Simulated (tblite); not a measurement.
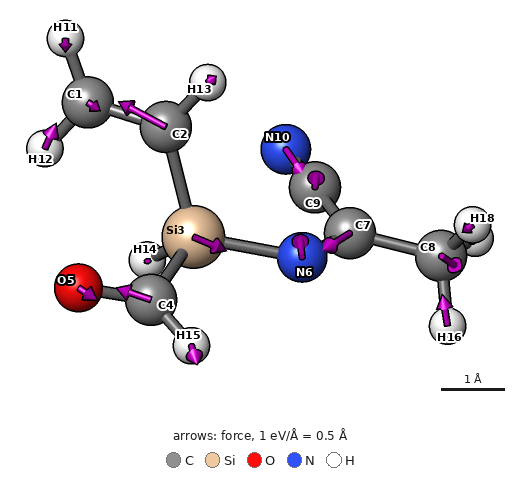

Starting geometry of C6H8N2OSi with the computed forces as purple arrows. A ball-and-stick model, seen from a free direction.

All numbers below come from tblite 0.8.0, GFN2-xTB geometry optimisation, gas phase. 

Is this structure relaxed? If not, where do the atoms go?

It isn't relaxed: the largest force vector, on a C atom, is 1.83 eV/Å. The final displacements have little in common with the starting forces (cosine between the two patterns 0.15). Over 203 geometry steps the energy falls by 49.0 kJ/mol. The largest move after the best rigid fit is that of an N atom, 2.02 Å. By element the largest moves are N 2.02 Å, O 1.19 Å, C 1.17 Å, H 0.89 Å, Si 0.35 Å. Near-neighbour distances that change, for instance: C–Si 1.874 → 1.927 Å, N–Si 1.758 → 1.711 Å, C–Si 1.842 → 1.885 Å, C–H 1.124 → 1.090 Å. Among the angles between lasting bonds that change: Si–N–C 122.7° → 137.8°, C–Si–N 114.3° → 103.3°, C–C–Si 116.0° → 124.2°. Groups turn about C–C by about 65°, N–Si by about 50°, C–Si by about 45°.
